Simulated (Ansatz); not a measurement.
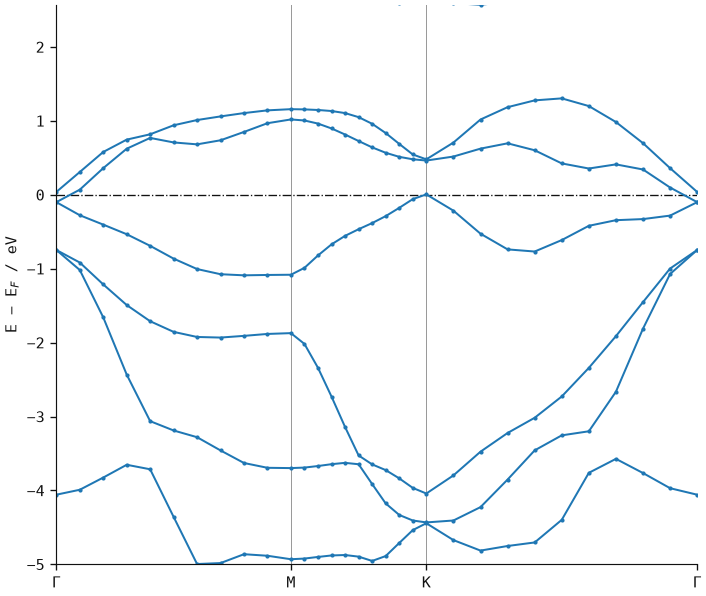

Band structure. Energies are counted from the Fermi level.

The material is a single layer of MoSeO, 3 atoms in the cell, relaxed with r2SCAN.

Computed with Ansatz: PBE, Ansatz PAW set, no spin polarisation, no spin-orbit coupling, 12×12×1 k mesh, 420 eV cutoff, Fermi-Dirac smearing of 0.02 eV.

> Metal, semiconductor or insulator?

A metal: bands cross the Fermi level along this path.

> Which levels at M lie nearest to the Fermi level?

At M the nearest levels lie 1.08 eV below and 1.02 eV above the Fermi level.

Spin-orbit coupling is left out, which matters for Mo and Se. The bands overlap only a little at an even electron count, and semilocal functionals can close small gaps, so the real material need not be a metal. The sheet was built from a prototype and needn't be a known or stable phase. Bands are joined in order of energy, so crossings between the computed points show as kinks or gaps.
